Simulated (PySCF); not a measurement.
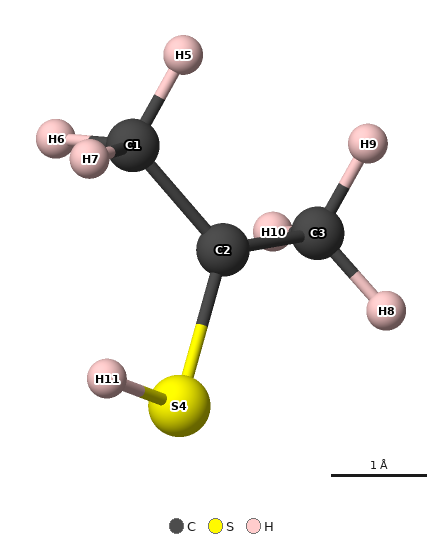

**Figure 1.** The structure as given in the input (ball-and-stick view, seen at a tilt; atoms are numbered from 1 in the order of the input). Bond lengths as drawn: C–C 1.49 Å, C–H 1.09 to 1.10 Å, C–S 1.74 Å and H–S 1.34 Å.

# EPR calculation of C₃H₇S

The run: EPR calculation of C₃H₇S, multiplicity 2. Method and program: UKS B3LYP, pcH-1 on C H S, non-relativistic, mean-field spin-orbit, GIAO (PySCF 2.14.0).

It belongs to a series of runs on one base structure; here: H removed from sp3 C.

### Log
```
UKS, coarse grid
  cycle   1  E = -516.65526921  |g| = 2.79e-01
  cycle   2  E = -516.64215273  |g| = 3.15e-01
  cycle   3  E = -516.69401258  |g| = 5.03e-02
  cycle   4  E = -516.69498583  |g| = 3.35e-02
  cycle   5  E = -516.69552558  |g| = 3.65e-03
  cycle   6  E = -516.69554034  |g| = 2.16e-03
  cycle   7  E = -516.69554266  |g| = 7.29e-04
UKS, final grid
  cycle   1  E = -516.69551957  |g| = 6.40e-04
  cycle   2  E = -516.69551956  |g| = 6.98e-04
  cycle   3  E = -516.69551979  |g| = 9.31e-05
  cycle   4  E = -516.69551979  |g| = 5.75e-05
  cycle   5  E = -516.69551980  |g| = 1.61e-05
E = -516.69551980 Eh   <S^2> = 0.7542 (exact 0.7500)
g shifts (ppm)      1          2          3
  rmc          -159       -159       -159
  gc              0         36         25
  oz_so        -183        738       4618
  total        -342        615       4484
hyperfine (MHz)  atom isotope    a_iso     a_fc   dipolar eigenvalues
    0   13C     -17.18     -17.19     -1.93     -1.75      3.67
    1   13C     152.02     151.76    -74.62    -73.80    148.42
    2   13C     -26.87     -26.89     -1.64     -1.04      2.68
    3   33S       1.70       2.01    -18.50    -13.80     32.30
    4    1H      20.15      20.15     -5.21     -4.09      9.31
    5    1H     116.21     116.21     -4.09     -2.96      7.05
    6    1H      30.20      30.18     -4.85     -4.07      8.92
    7    1H      18.07      18.06     -4.60     -3.95      8.54
    8    1H      41.63      41.62     -4.94     -4.19      9.14
    9    1H     117.50     117.49     -4.11     -3.00      7.11
   10    1H       9.53       9.49     -3.35     -2.46      5.81
```

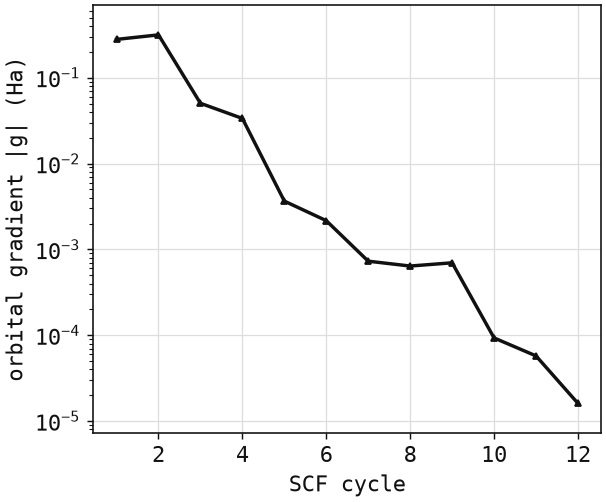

**Figure 2.** Convergence of the self-consistent field: orbital gradient |g| against the SCF cycle. All cycles printed in the log are drawn one after another.

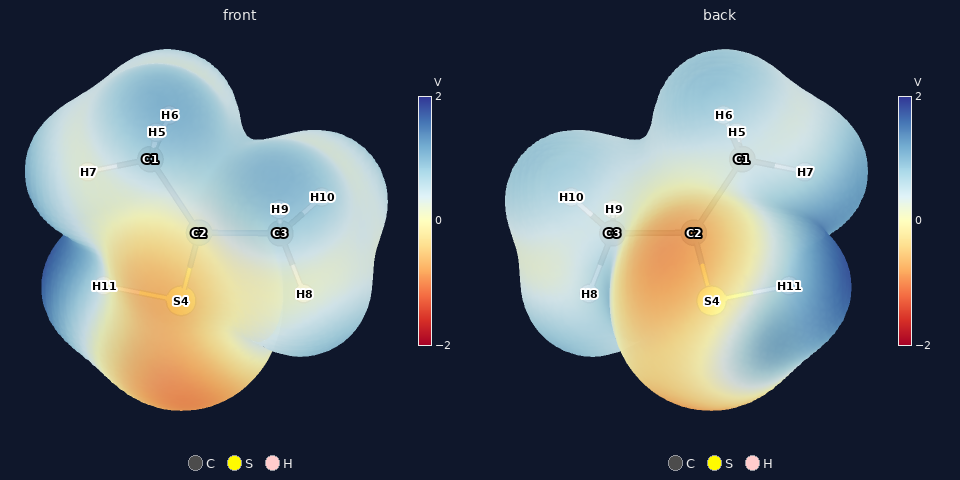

**Figure 3.** The molecular electrostatic potential painted on the density surface at 0.004 e/bohr³, seen at a tilt and from behind; the colour scale runs from red (negative) to blue (positive).

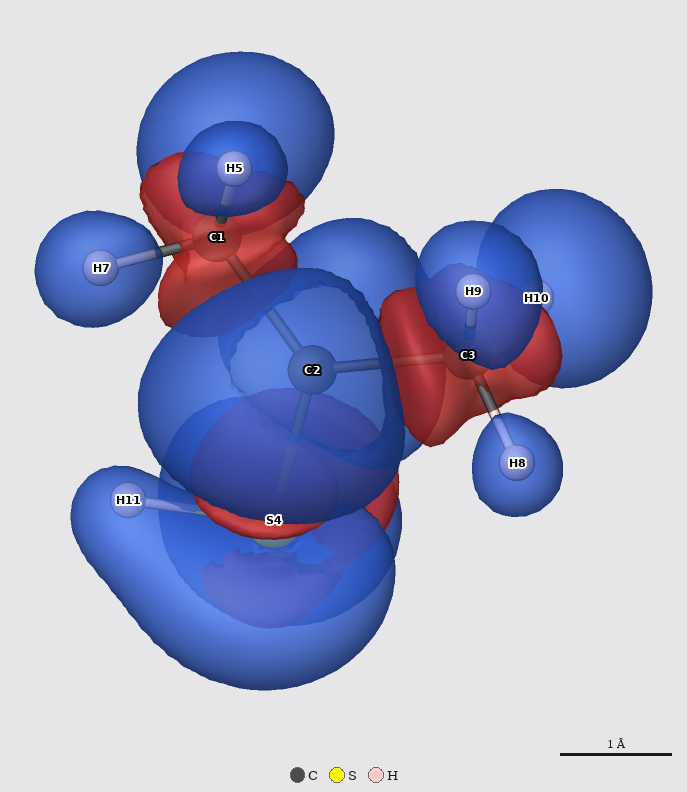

**Figure 4.** Isosurfaces of the spin density at +0.004 (blue) and −0.004 e/Å³ (red), seen at a tilt. The unpaired spin (1 electron) lies mostly on C2 (about 0.6) and S4 (about 0.2), in electrons by Hirshfeld's partition.

The run was set up as follows.

### The input
```
{"job": {"kind": "epr", "basis": "pcH-1"}, "charge": 0, "multiplicity": 2}
C      0.879090    -0.890118    -0.107204
C      0.070893     0.347063     0.057420
C     -1.353203     0.250730     0.471397
S      0.506295     1.768450    -0.851423
H      0.674810    -1.572577     0.717267
H      0.639865    -1.417198    -1.039240
H      1.946359    -0.667458    -0.119232
H     -1.747904     1.236165     0.711593
H     -1.444400    -0.391863     1.347227
H     -1.983727    -0.177996    -0.317183
H      1.817346     1.517473    -0.896588
```

The first line tells a small driver script what to run in PySCF; the rest is the geometry in Å.

Launched with:
```bash
OMP_NUM_THREADS=1 python <driver script> task.json out
```

### Results in brief

```csv
quantity,value
outcome,converged
total energy,−516.695520 hartree
⟨S²⟩,0.754
isotropic g,2.0039
hardware,"1 CPU thread, shared host"
wall time,21 s
peak memory,0.69 GiB
```
